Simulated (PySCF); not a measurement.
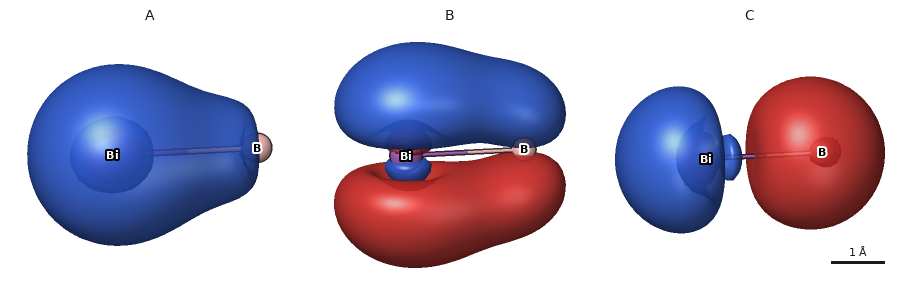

Figure 1: BiB (charge +1, quartet). Three frontier β-spin orbitals, each drawn at the value that holds 80 % of its norm (red and blue are the two phases), in no order; of a degenerate pair one member is drawn.

Core potentials replace the inner electrons of Bi.

The calculation used PySCF, PBE0/aug-cc-pVDZ(-PP), non-relativistic Hamiltonian with scalar-relativistic core potentials where named, at a bond length of 2.287 Å.

Question: Label each orbital by symmetry, say whether it is occupied, and order them by energy.

Answer: Orbital A: σ, occupied in this spin, −22.35 eV; mainly on Bi (85 %).
Orbital C: σ, occupied in this spin, −16.13 eV; shared between the atoms (Bi 40 %, B 60 %).
Orbital B: π, empty in this spin, −9.69 eV; mainly on Bi (70 %).
